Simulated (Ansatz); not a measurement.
GaSi3S2

```xyz
12
Lattice="6.7983 0.0000 0.0000 0.0000 8.2056 0.0000 0.0000 0.0000 4.0345" Properties=species:S:1:pos:R:3 pbc="T T T"
Ga    0.0000    4.1028    2.0172
Ga    3.3992    0.0000    2.0172
Si    0.0000    0.0000    2.0172
Si    3.3992    4.1028    2.0172
Si    1.6996    2.0514    2.0172
Si    5.0987    6.1542    2.0172
Si    1.6996    6.1542    2.0172
Si    5.0987    2.0514    2.0172
S     0.0000    1.7883    0.0000
S     3.3992    5.8911    0.0000
S     0.0000    6.4173    0.0000
S     3.3992    2.3145    0.0000
```

Space group Cmmm; a structure generated by program, which may or may not match a known phase; computed without spin polarisation.

Computed with Ansatz, DFT PBE, scalar-relativistic, plane waves, PAW.

Predict the valence pseudo-density and electron localisation function between the atoms.

Si–S (2.70 Å): ρ is about 0.3 e/Å³ halfway; the ELF peaks at about 0.85 in the valence shell of S, 0.8 Å from its nucleus, and drops to about 0.45 between the two atoms.

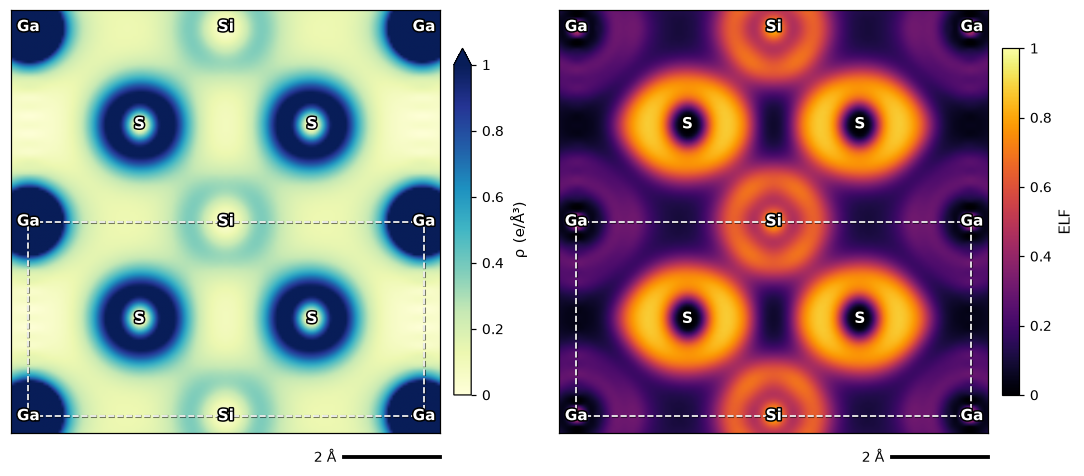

Computed valence pseudo-density and electron localisation function on the (100) plane of the conventional cell, in this order. 
